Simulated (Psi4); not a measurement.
Interaction calculation, with input and output: NBrClOF (part 1 of 2)

NBrClOF, computed with PBEh-3c/def2-mSVP, RKS (Psi4 1.11).

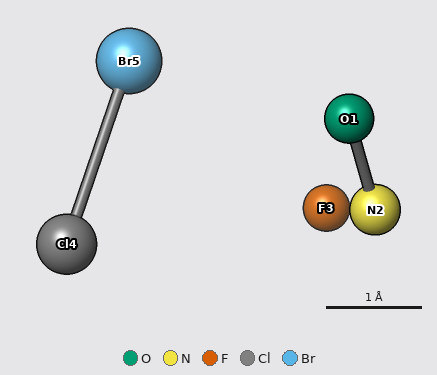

*The structure as given in the input (ball-and-stick view, seen at a tilt; atoms are numbered from 1 in the order of the input). Sticks are drawn by distance; a stretched bond gets none, so the picture shows separate pieces.*

Bond lengths as drawn: Br–Cl 2.14 Å and N–O 1.14 Å.

Input (run.py)
```python
import psi4

psi4.set_memory(1600000000)
psi4.set_num_threads(1)
psi4.core.set_output_file('brclfno.out', False)

mol = psi4.geometry("""
0 1
O      0.881240     0.243070     0.511850
N      0.147270    -0.481640     0.029090
F     -1.028520     0.238580    -0.540950
--
0 1
Cl    -1.893120     0.656610     2.319630
Br    -0.917750     2.212990     1.229170
symmetry c1
no_reorient
no_com
""")

energy_value = psi4.energy('pbeh-3c', bsse_type='nocp')
print(f'pbeh-3c energy: {energy_value:.10f} Eh')
```

Hardware: 1 thread of AMD EPYC (Zen 3), 24 GiB of memory available, shared host.

Launch command:
```bash
python run.py
```

What the program printed
```
Psi4 1.11 release

   => Loading Basis Set <=

    Name: DEF2-MSVP
    Role: ORBITAL
    Keyword: BASIS

   => PBEH3C: Empirical Dispersion <=

        s6 =       1.000000
        s8 =       0.000000
        a1 =       0.486000
        a2 =       4.500000

         ---------------------------------------------------------
                                   SCF
                              RKS Reference
                        1 Threads,   1525 MiB Core
         ---------------------------------------------------------

  ==> Geometry <==

    Molecular point group: c1
    Full point group: C1

    Geometry (in Bohr), charge = 0, multiplicity = 1:

       Center              X                  Y                   Z               Mass
    ------------   -----------------  -----------------  -----------------  -----------------
         O            1.665302250799     0.459335729315     0.967256317316    15.994914619570
         N            0.278299966496    -0.910167691065     0.054972132990    14.003074004430
         F           -1.943621114556     0.450850859012    -1.022247347566    18.998403162730

  Running in c1 symmetry.

  Rotational constants: A =      3.25254  B =      0.39501  C =      0.35223 [cm^-1]
  Rotational constants: A =  97508.56437  B =  11842.13840  C =  10559.69358 [MHz]
  Nuclear repulsion =   65.836732024509985

  Charge       = 0
  Multiplicity = 1
  Electrons    = 24
  Nalpha       = 12
  Nbeta        = 12

  ==> Algorithm <==

  SCF Algorithm Type is DF.
  DIIS enabled.
  MOM disabled.
  Fractional occupation disabled.
  Guess Type is SAD.
  Energy threshold   = 1.00e-06
  Density threshold  = 1.00e-06
  Integral threshold = 1.00e-12

  ==> Primary Basis <==

  Basis Set: DEF2-MSVP
    Blend: DEF2-MSVP
    Number of shells: 21
    Number of basis functions: 45
    Number of Cartesian functions: 48
    Spherical Harmonics?: true
    Max angular momentum: 2

  ==> DFT Potential <==

   => LibXC <=

    Version 7.1.2

   => Composite Functional: PBEH3C <=

    PBE Hybrid based 3C composite method with a small basis set, gCP and D3(BJ)

    Deriv               =              1
    GGA                 =           TRUE
    Meta                =          FALSE

    Exchange Hybrid     =           TRUE
    MP2 Hybrid          =          FALSE

   => Exchange Functionals <=

    0.5800     XC_GGA_X_PBE

   => Exact (HF) Exchange <=

    0.4200               HF

   => Correlation Functionals <=

    1.0000     XC_GGA_C_PBE

   => LibXC Density Thresholds  <==

    XC_GGA_C_PBE:  1.00E-12
    XC_GGA_X_PBE:  1.00E-15

   => Molecular Quadrature <=

    Radial Scheme          =       TREUTLER
    Pruning Scheme         =           NONE
    Nuclear Scheme         =       TREUTLER

    Blocking Scheme        =         OCTREE
    BS radius alpha        =              1
    Pruning alpha          =              1
    Radial Points          =             75
    Spherical Points       =            302
    Total Points           =          63801
    Total Blocks           =            550
    Max Points             =            256
    Max Functions          =             44
    Weights Tolerance      =       1.00E-15

   => Loading Basis Set <=

    Name: (DEF2-MSVP AUX)
    Role: JKFIT
    Keyword: DF_BASIS_SCF

  ==> Integral Setup <==

  DFHelper Memory: AOs need 0.004 GiB; user supplied 1.043 GiB.
  SCF_SUBTYPE=INCORE selected. In-core MEM_DF algorithm will be used.
  Using in-core AOs.

  ==> MemDFJK: Density-Fitted J/K Matrices <==

    J tasked:                   Yes
    K tasked:                   Yes
    wK tasked:                   No
    Memory [MiB]:              1068
    Algorithm:                 Core
    Schwarz Cutoff:           1E-12
    Mask sparsity (%):       0.7901
    Fitting Condition:        1E-10

   => Auxiliary Basis Set <=

  Basis Set: (DEF2-MSVP AUX)
    Blend: DEF2-UNIVERSAL-JKFIT
    Number of shells: 75
    Number of basis functions: 231
    Number of Cartesian functions: 279
    Spherical Harmonics?: true
    Max angular momentum: 4

  Cached 100.0% of DFT collocation blocks in 0.074 [GiB].

  Minimum eigenvalue in the overlap matrix is 1.1805702933E-02.
  Reciprocal condition number of the overlap matrix is 3.3960107249E-03.
    Using symmetric orthogonalization.

  ==> Pre-Iterations <==

  SCF Guess: Superposition of Atomic Densities via on-the-fly atomic UHF (no occupation information).

   -------------------------
    Irrep   Nso     Nmo
   -------------------------
     A         45      45
   -------------------------
    Total      45      45
   -------------------------

  ==> Iterations <==

                           Total Energy        Delta E     RMS |[F,P]|

   @DF-RKS iter SAD:  -228.73427321018244   -2.28734e+02   0.00000e+00
   @DF-RKS iter   1:  -229.17944157662612   -4.45168e-01   9.17194e-03 ADIIS/DIIS
   @DF-RKS iter   2:  -229.09202551118813    8.74161e-02   1.48079e-02 ADIIS/DIIS
   @DF-RKS iter   3:  -229.23809681062153   -1.46071e-01   5.94865e-04 ADIIS/DIIS
   @DF-RKS iter   4:  -229.23824876236995   -1.51952e-04   4.82692e-04 ADIIS/DIIS
   @DF-RKS iter   5:  -229.23840753537604   -1.58773e-04   1.63229e-04 ADIIS/DIIS
   @DF-RKS iter   6:  -229.23843226432601   -2.47289e-05   2.21855e-05 DIIS
   @DF-RKS iter   7:  -229.23843386880489   -1.60448e-06   8.68942e-06 DIIS
   @DF-RKS iter   8:  -229.23843408459464   -2.15790e-07   1.43564e-06 DIIS
   @DF-RKS iter   9:  -229.23843408793834   -3.34370e-09   2.30832e-07 DIIS
  Energy and wave function converged.

  ==> Post-Iterations <==

   Electrons on quadrature grid:
      Ntotal   =   23.9999846225 ; deviation = -1.538e-05

    Orbital Energies [Eh]
    ---------------------

    Doubly Occupied:

       1A    -25.094067     2A    -19.654446     3A    -14.891771
       4A     -1.430476     5A     -1.280268     6A     -0.799754
       7A     -0.657346     8A     -0.622643     9A     -0.618165
      10A     -0.468767    11A     -0.462461    12A     -0.392631

    Virtual:

      13A     -0.084474    14A      0.050653    15A      0.372293
      16A      0.646874    17A      0.696501    18A      0.698635
      19A      0.846840    20A      0.856506    21A      0.945009
      22A      0.963105    23A      1.151176    24A      1.214099
      25A      1.233971    26A      1.255960    27A      1.259119
      28A      1.268564    29A      1.302004    30A      1.569749
      31A      1.579458    32A      1.663710    33A      1.728281
      34A      1.903352    35A      1.930482    36A      2.052469
      37A      2.201926    38A      2.521666    39A      2.631268
      40A      2.702590    41A      2.867547    42A      3.059478
      43A     18.751058    44A     25.411934    45A     32.677610

    Final Occupation by Irrep:
              A
    DOCC [    12 ]
    NA   [    12 ]
    NB   [    12 ]

  @DF-RKS Final Energy:  -229.23843408793834

   => Energetics <=

    Nuclear Repulsion Energy =             65.8367320245099847
    One-Electron Energy =                -446.8612657996714574
    Two-Electron Energy =                 166.7603009431235819
    DFT Exchange-Correlation Energy =     -14.9794006158778128
    Empirical Dispersion Energy =           0.0051993599773334
    VV10 Nonlocal Energy =                  0.0000000000000000
    Total Energy =                       -229.2384340879383444

Computation Completed

Properties will be evaluated at   0.000000,   0.000000,   0.000000 [a0]

Properties computed using the SCF density matrix

 Multipole Moments:

 ------------------------------------------------------------------------------------
     Multipole            Electronic (a.u.)      Nuclear  (a.u.)        Total (a.u.)
 ------------------------------------------------------------------------------------

 L = 1.  Multiply by 2.5417464519 to convert [e a0] to [Debye]
 Dipole X            :          2.6407391           -2.2220723            0.4186668
 Dipole Y            :         -1.5465386            1.3611697           -0.1853689
 Dipole Z            :          1.2880291           -1.0773707            0.2106584
 Magnitude           :                                                    0.5040045

 ------------------------------------------------------------------------------------

	total time  =          2 seconds =       0.03 minutes

    Psi4 run time: 0:00:01.81

    -----------------------------------------------------------------------
                               Psi4 1.11 release

    h
    h
    h

    -----------------------------------------------------------------------

    Memory:     1.5 GiB
    Threads:    1
                ecpint, einsums, f̶o̶r̶t̶e̶, gauxc, gcp, g̶d̶m̶a̶, geometric, g̶p̶u̶_̶d̶f̶c̶c̶,
                i̶n̶t̶e̶g̶r̶a̶t̶o̶r̶x̶x̶, i̶p̶i̶, libefp, m̶d̶i̶, m̶p̶2̶d̶, m̶r̶c̶c̶, ooo,
                o̶p̶e̶n̶f̶e̶r̶m̶i̶o̶n̶p̶s̶i̶4̶, pcmsolver, p̶s̶i̶4̶f̶o̶c̶k̶c̶i̶, p̶s̶i̶x̶a̶s̶,
                p̶y̶e̶i̶n̶s̶u̶m̶s̶, r̶e̶s̶p̶, s̶i̶m̶i̶n̶t̶, s̶n̶s̶m̶p̶2̶,
                v̶2̶r̶d̶m̶_̶c̶a̶s̶s̶c̶f̶

  ==> Geometry <==

    Molecular point group: c1
    Full point group: C1

    Geometry (in Bohr), charge = 0, multiplicity = 1:

       Center              X                  Y                   Z               Mass
    ------------   -----------------  -----------------  -----------------  -----------------
         CL          -3.577478322627     1.240813071237     4.383465412396    34.968852682000
         BR          -1.734296151639     4.181945018377     2.322794661629    78.918337600000

  Running in c1 symmetry.

  Rotational constants: A =      0.15268  B =      0.02133  C =      0.01872 [cm^-1]
  Rotational constants: A =   4577.13885  B =    639.44726  C =    561.06404 [MHz]
  Nuclear repulsion =  147.402173761802089

  Charge       = 0
  Multiplicity = 1
  Electrons    = 52
  Nalpha       = 26
  Nbeta        = 26

  ==> Primary Basis <==

  Basis Set: DEF2-MSVP
    Blend: DEF2-MSVP
    Number of shells: 20
    Number of basis functions: 50
    Number of Cartesian functions: 54
    Spherical Harmonics?: true
    Max angular momentum: 2

   => Molecular Quadrature <=

    Radial Scheme          =       TREUTLER
    Pruning Scheme         =           NONE
    Nuclear Scheme         =       TREUTLER

    Blocking Scheme        =         OCTREE
    BS radius alpha        =              1
    Pruning alpha          =              1
    Radial Points          =             75
    Spherical Points       =            302
    Total Points           =          39780
    Total Blocks           =            368
    Max Points             =            256
    Max Functions          =             49
    Weights Tolerance      =       1.00E-15

  ==> Integral Setup <==

  DFHelper Memory: AOs need 0.009 GiB; user supplied 1.074 GiB.
  SCF_SUBTYPE=INCORE selected. In-core MEM_DF algorithm will be used.
  Using in-core AOs.

  ==> MemDFJK: Density-Fitted J/K Matrices <==

    J tasked:                   Yes
    K tasked:                   Yes
    wK tasked:                   No
    Memory [MiB]:              1099
    Algorithm:                 Core
    Schwarz Cutoff:           1E-12
    Mask sparsity (%):       2.4000
    Fitting Condition:        1E-10

   => Auxiliary Basis Set <=

  Basis Set: (DEF2-MSVP AUX)
    Blend: DEF2-UNIVERSAL-JKFIT
    Number of shells: 98
    Number of basis functions: 394
    Number of Cartesian functions: 526
    Spherical Harmonics?: true
    Max angular momentum: 5
```
